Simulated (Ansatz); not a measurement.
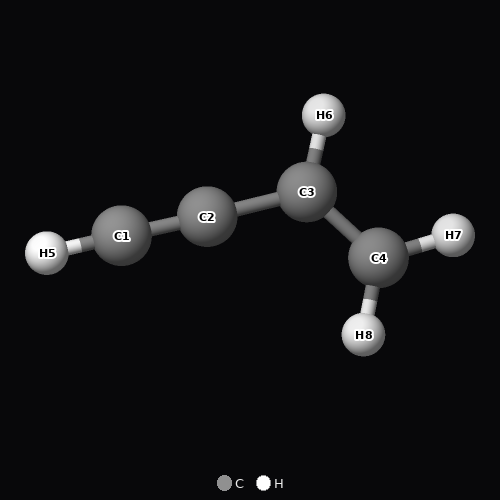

The system is C₄H₄, SMILES C#CC=C; the picture shows the reference structure. The first coordinate is: angle C1–C2–C3 (carried through 180); the second: change of the bonds C2–C1, C2–C3, all alike. Nothing is relaxed (all other coordinates rigid). The scan uses a 9 × 9 grid. Points are written as (first, second). Energies: kJ/mol, counted from the relaxed molecule at the same level. The restricted reference is unstable at some or all points, so the energies there are unreliable. All numbers below come from Ansatz, RHF-MP2, frozen core/def2-TZVP.

Its coordinates:

```yaml
atoms:
  - { symbol: C, position_ang: [-1.0859, 1.5807, -0.9069] }
  - { symbol: C, position_ang: [-0.3263, 0.8338, -0.3173] }
  - { symbol: C, position_ang: [0.5798, -0.0147, 0.3821] }
  - { symbol: C, position_ang: [0.4580, -1.3487, 0.4248] }
  - { symbol: H, position_ang: [-1.7553, 2.2254, -1.4251] }
  - { symbol: H, position_ang: [1.4025, 0.4692, 0.8988] }
  - { symbol: H, position_ang: [1.1736, -1.9496, 0.9707] }
  - { symbol: H, position_ang: [-0.3542, -1.8534, -0.0828] }
```

Range: angle C1–C2–C3 (carried through 180) from 140 to 220°; change of the bonds C2–C1, C2–C3, all alike from −0.145 to 0.225 Å.

What will the energy surface look like?

Answer. The lowest grid point is at (180°, −0.007 Å), 0.38 kJ/mol from the relaxed molecule at the same level. No other kind of well shows on this grid. The highest grid point, (220°, −0.145 Å), lies 273 kJ/mol above the lowest. Round the minimum the two coordinates are nearly uncoupled.

| second ↓, first → | 140 | 150 | 160 | 170 | 180 | 190 | 200 | 210 | 220 |
| --- | --- | --- | --- | --- | --- | --- | --- | --- | --- |
| 0.225 | 244 | 228 | 220 | 217 | 216 | 217 | 221 | 231 | 249 |
| 0.178 | 176 | 161 | 152 | 149 | 148 | 149 | 154 | 164 | 181 |
| 0.132 | 120 | 104 | 95 | 90 | 89 | 91 | 97 | 108 | 125 |
| 0.086 | 78 | 60 | 49 | 43 | 41 | 44 | 51 | 64 | 84 |
| 0.040 | 53 | 33 | 19 | 12 | 10 | 13 | 22 | 38 | 60 |
| −0.007 | 51 | 28 | 12 | 3 | 0 | 5 | 15 | 33 | 59 |
| −0.053 | 80 | 53 | 34 | 23 | 21 | 25 | 38 | 59 | 88 |
| −0.099 | 147 | 116 | 94 | 82 | 79 | 84 | 99 | 122 | 156 |
| −0.145 | 263 | 228 | 203 | 189 | 186 | 192 | 208 | 235 | 273 |

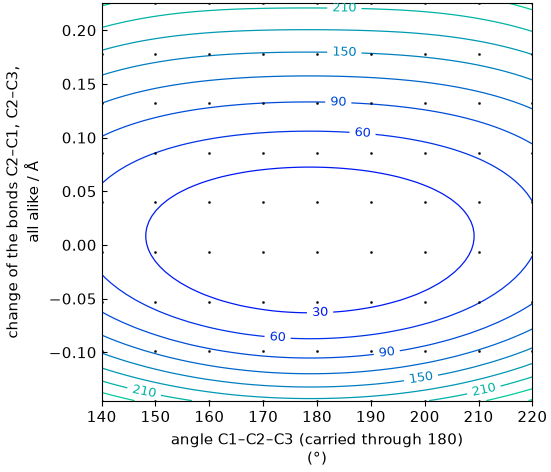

In the figure: contour lines labelled in kJ/mol, dots at the grid points. Between grid points the surface is interpolated.

Each point was launched as `ansatz run input.yaml --threads 1 --pin off --max-ram 2560MiB --backend cpu --events-out ev --progress --plain --runs-dir out`. The whole map (81 points run) took 9.7 min on 1 thread of Arm Neoverse V1 (shared host).
